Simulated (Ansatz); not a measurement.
The parent structure is CdSe in the zinc blende structure (space group F-43m, No. 216; a = 6.082 Å). Axes: x, y, z lie along the cube axes.

Now apply this change: uniaxial strain ε_zz = −1.00 %, all other strain components held at zero; the atoms relax in the strained cell.

Computed with PBEsol/PAW in Ansatz (a quantum-chemistry and plane-wave program), scalar-relativistic without spin-orbit coupling.

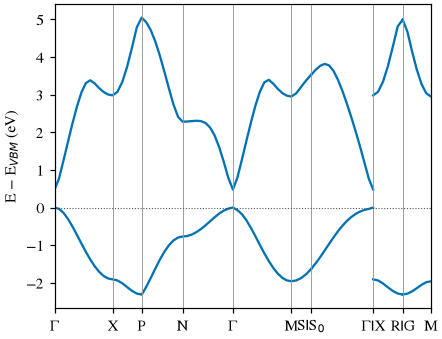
Fig. 1. Highest valence and lowest conduction band along the path of the changed cell's own zone

The gap is 0.48 eV, direct at Γ; the base has 0.48 eV.

Stability against distortions was not tested. k-point labels follow each cell's own Brillouin zone.
